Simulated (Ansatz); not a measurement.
The calculation's input:

```
crystal:
  periodic: [false, false, false]
  atoms:
    - { symbol: Ge, position_ang: [0.122595, -0.064079, 0.202116] }
    - { symbol: H, position_ang: [0.475201, 0.060625, 1.678638] }
    - { symbol: F, position_ang: [1.806227, -0.002947, -0.042301] }
    - { symbol: F, position_ang: [-0.603967, 1.36807, -0.469693] }
    - { symbol: H, position_ang: [-0.545356, -1.25557, -0.48086] }
basis:
  gaussian: { orbitals: def2-mTZVP }
hamiltonian:
  xc: b3lyp
  dispersion: d4
relax:
  f_tol: 0.03
  max_steps: 50
output:
  orbitals: {}
```

Command:

```sh
ansatz run input.yaml --threads 1 --pin off --max-ram 2048MiB --backend cpu --events-out ev --progress --plain --runs-dir out
```

The fields are those of the run's last geometry, not of the input's.

These are results of Ansatz, RKS B3LYP-D4/def2-mTZVP, not measurements.

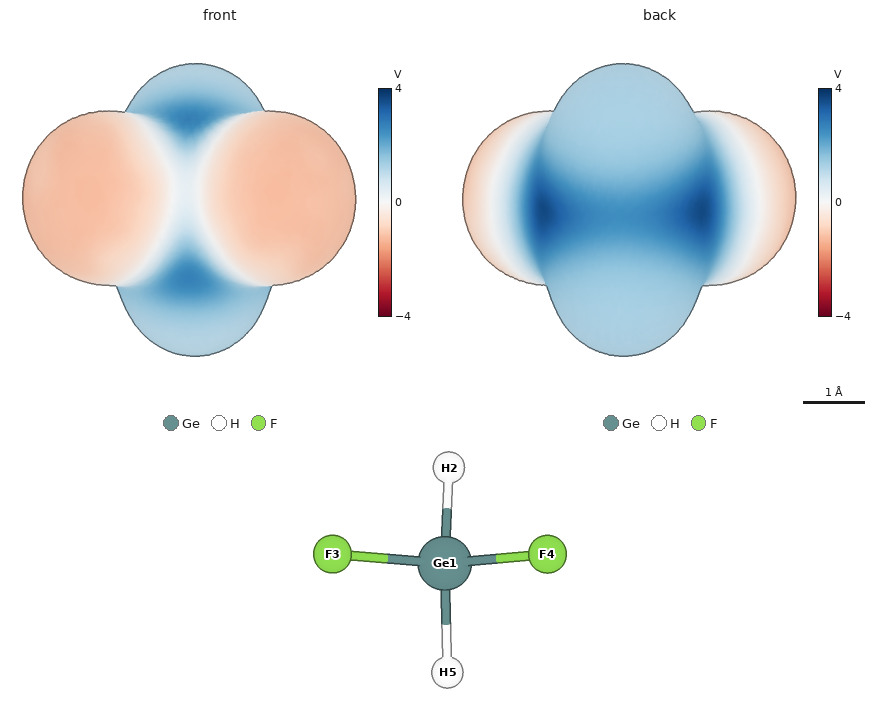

F2GeH2. The molecular electrostatic potential painted on the density surface at 0.004 e/bohr³, seen from the front and from behind; red is negative and blue positive. The bare structure is drawn below in the same view.

**Which sites attract a positive test charge, and which a negative one?**

A positive charge is drawn to the negative regions and a negative charge to the positive ones. The most negative region (about −1.2 V) lies over F3 and F4, the most positive (about +3.5 V) over Ge1.
